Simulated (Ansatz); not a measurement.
A series of calculations on SnSiH8O

### Relaxation

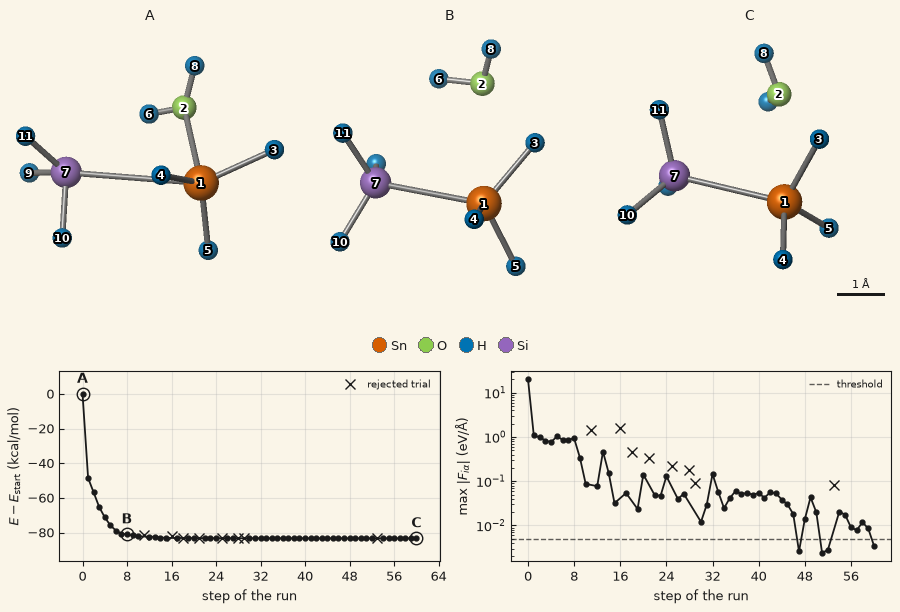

Frames of a relaxation of SnSiH8O (started from a transition state, displaced along its imaginary mode), marked on the history of the run. The picture is a ball-and-stick view, seen at a tilt.

These are results of RKS PBE0-D4/def2-TZVP in Ansatz, not measurements.

Input
```yaml
crystal:
  periodic: [false, false, false]
  atoms:
    - {symbol: Sn, position_ang: [-0.872540, -1.131671, -0.549332]}
    - {symbol: O, position_ang: [1.376953, -1.013652, -0.148251]}
    - {symbol: H, position_ang: [-0.691974, -2.877519, -0.635128]}
    - {symbol: H, position_ang: [-1.856597, -0.806121, 0.767020]}
    - {symbol: H, position_ang: [-1.129458, -0.496644, -2.079852]}
    - {symbol: H, position_ang: [1.276213, -0.304153, 0.135624]}
    - {symbol: Si, position_ang: [0.151363, 1.621314, 0.389367]}
    - {symbol: H, position_ang: [1.718525, -1.630093, 0.517067]}
    - {symbol: H, position_ang: [1.194234, 2.674104, 0.016033]}
    - {symbol: H, position_ang: [-1.101826, 2.108927, -0.266579]}
    - {symbol: H, position_ang: [-0.064894, 1.855607, 1.853930]}
basis:
  gaussian: {orbitals: def2-TZVP}
hamiltonian: {xc: pbe0, dispersion: d4}
relax: {f_tol: 0.005, max_steps: 200}
```

Launched with:
```bash
ansatz run in.yaml --threads 4 --pin off --events-out ev --progress --plain --max-ram 9574MiB
```

What happens along the run?

Over 52 accepted moves (60 points after the start) the energy falls by 83.3 kcal/mol. The largest force component goes from 20 to 0.0035 eV/Å. The line search rejected the trial steps at points 11, 16, 18, 21, 25, 28, 29, 53 of the run. The forces were under the threshold at step 47, but the run went on from there. The largest move after the best rigid fit is that of H4, 1.88 Å. Largest moves by element: H 1.88 Å, Sn 0.60 Å, Si 0.52 Å, O 0.48 Å. Among the contacts that change: Sn1–H6 2.402 → 3.810 Å, Sn1–O2 2.288 → 3.202 Å, Sn1–Si7 3.084 → 2.559 Å, O2–H6 0.771 → 0.960 Å. Bonds break, among them: Sn1–O2 (2.29 → 3.20 Å). Bond angles that change, for instance: H3–Sn1–Si7 150.2° → 111.2°, H4–Sn1–Si7 77.4° → 110.5°, Sn1–Si7–H9 140.1° → 110.7°. The run took 3.8 min on 4 threads of Arm Neoverse N1, on a shared host. From step 0 to 8: H6 moves most (1.27 Å), energy −81.1 kcal/mol. From step 8 to 60: H5 moves most (1.06 Å), energy −2.27 kcal/mol.

| step | E − E(0), kcal/mol | largest force component, eV/Å | note |
| --- | --- | --- | --- |
| 0 | 0.00 | 20.0239 |  |
| 1 | -48.55 | 1.0812 |  |
| 2 | -56.86 | 0.9882 |  |
| 3 | -65.33 | 0.8325 |  |
| 4 | -71.22 | 0.7640 |  |
| 5 | -75.84 | 1.0297 |  |
| 6 | -78.86 | 0.8670 |  |
| 7 | -80.59 | 0.8769 |  |
| 8 | -81.08 | 0.9263 |  |
| 9 | -81.70 | 0.3406 |  |
| 10 | -82.16 | 0.0873 |  |
| 13 | -82.48 | 0.4679 |  |
| 15 | -83.07 | 0.0319 |  |
| 18 | -83.09 | 0.4618 | rejected |
| 21 | -83.18 | 0.3364 | rejected |
| 23 | -83.24 | 0.0473 |  |
| 26 | -83.27 | 0.0396 |  |
| 28 | -83.28 | 0.1798 | rejected |
| 31 | -83.30 | 0.0296 |  |
| 34 | -83.31 | 0.0246 |  |
| 36 | -83.32 | 0.0600 |  |
| 39 | -83.33 | 0.0498 |  |
| 42 | -83.34 | 0.0561 |  |
| 44 | -83.34 | 0.0386 |  |
| 47 | -83.35 | 0.0026 |  |
| 49 | -83.35 | 0.0433 |  |
| 52 | -83.35 | 0.0028 |  |
| 55 | -83.35 | 0.0174 |  |
| 57 | -83.35 | 0.0078 |  |
| 60 | -83.35 | 0.0035 |  |

### Relaxation

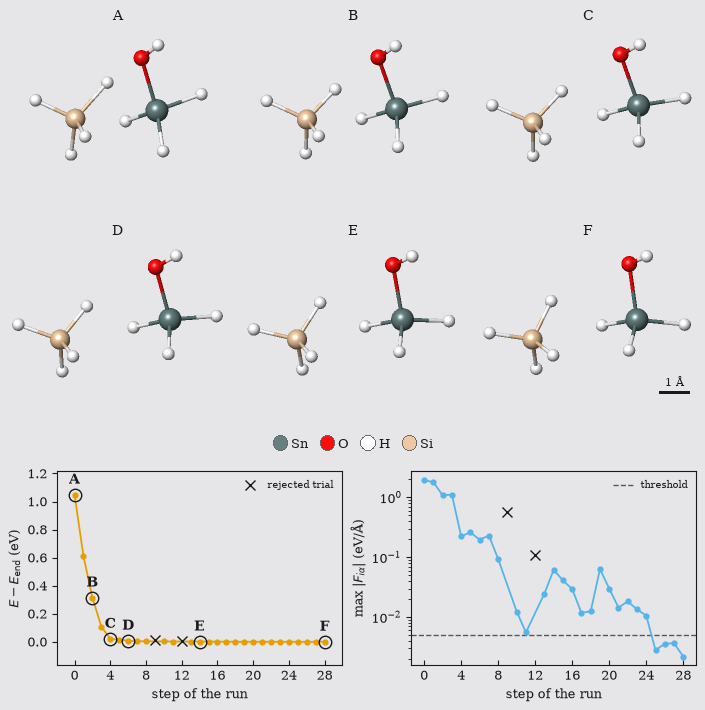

Frames of a relaxation of SnSiH8O (started from a transition state, displaced along its imaginary mode), marked on the history of the run. A ball-and-stick model, seen at a tilt.

All numbers below come from RKS PBE0-D4/def2-TZVP in Ansatz 0.2.0. (force threshold 0.005 eV/Å; at most 200 steps)

**What happens along the run?**

The energy falls by 1.049 eV in 26 accepted moves (28 points after the start). The largest force component goes from 2 to 0.0022 eV/Å. The line search rejected the trial steps at points 9, 12 of the run. The largest moves after the best rigid fit, 0.91 Å, are those of H atoms. By element the largest moves are H 0.91 Å, O 0.74 Å, Si 0.50 Å, Sn 0.41 Å. Some distances before and after: H–Sn 2.337 → 3.400 Å, Si–Sn 3.279 → 4.140 Å, H–Si 1.677 → 1.485 Å, H–Sn 1.679 → 1.709 Å. Bond angles that change, for instance: O–Sn–H 93.9° → 108.3°, O–Sn–H 119.4° → 108.5°, H–Si–H 118.4° → 109.4°. The run took 110 s on 4 threads of Arm Neoverse N1 (shared host). From step 0 to 2: an H atom moves most (0.35 Å), energy −0.734 eV. From step 2 to 4: an H atom moves most (0.39 Å), energy −0.294 eV. From step 4 to 6: an H atom moves most (0.29 Å), energy −0.013 eV. From step 6 to 14: an H atom moves most (0.21 Å), energy −0.006 eV. From step 14 to 28: an H atom moves most (0.25 Å), energy −0.001 eV.

### Reaction

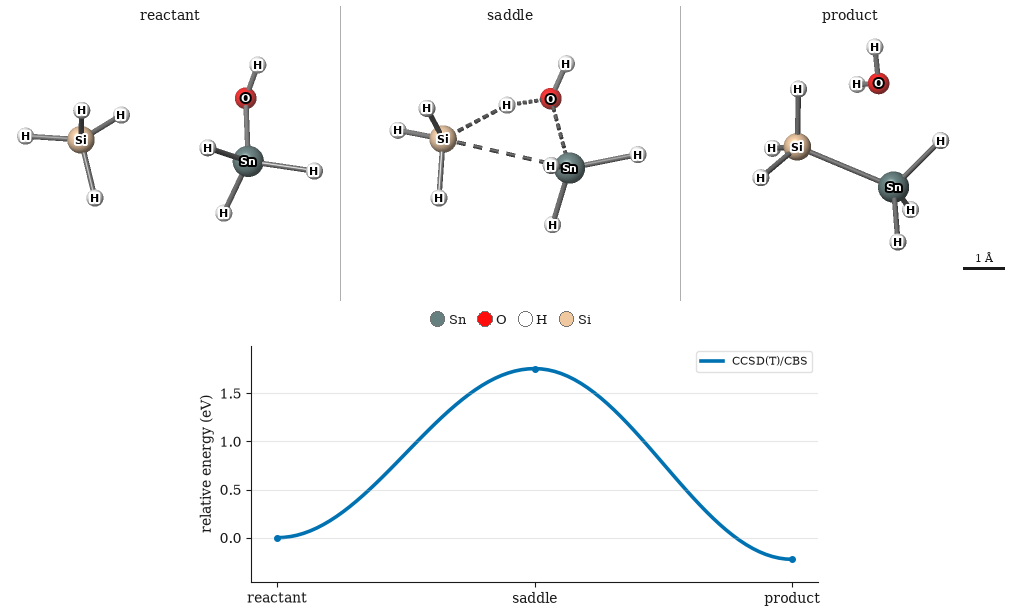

A reaction step of SnSiH8O, with its energy diagram. A ball-and-stick model, seen at a tilt. Dashed sticks mark bonds that form or break.

Stationary points at PBE0-D4/def2-TZVP, single-point energies with CCSD(T)/CBS (def2-TZVPP where no basis is named; Ansatz 0.2.0). The energies are electronic, without zero-point or thermal terms, and both ends are the minima reached downhill from the saddle, with any fragments still in contact. CCSD(T)/CBS stands for a frozen-core estimate: MP2 correlation extrapolated from def2-TZVPP and def2-QZVPP, CCSD(T) minus MP2 from the smaller set. Elements past krypton carry the basis set's effective core potentials.

What happens, and what does it cost?

Counted by bonded pieces, the reactant holds SiH₄ + SnH₄O and the product holds H₂O + SiSnH₆. From the reactant over the saddle to the product, bonds form: Si–Sn (4.14 → 3.18 → 2.56 Å), H–O (3.11 → 1.14 → 0.96 Å). Bonds break: O–Sn (1.97 → 2.14 → 3.20 Å), H–Si (1.49 → 1.96 → 3.48 Å). The saddle has one imaginary mode, 918i cm⁻¹. With CCSD(T)/CBS the barrier is 1.76 eV from the reactant and 1.98 eV from the product, and the product lies 0.22 eV below the reactant.
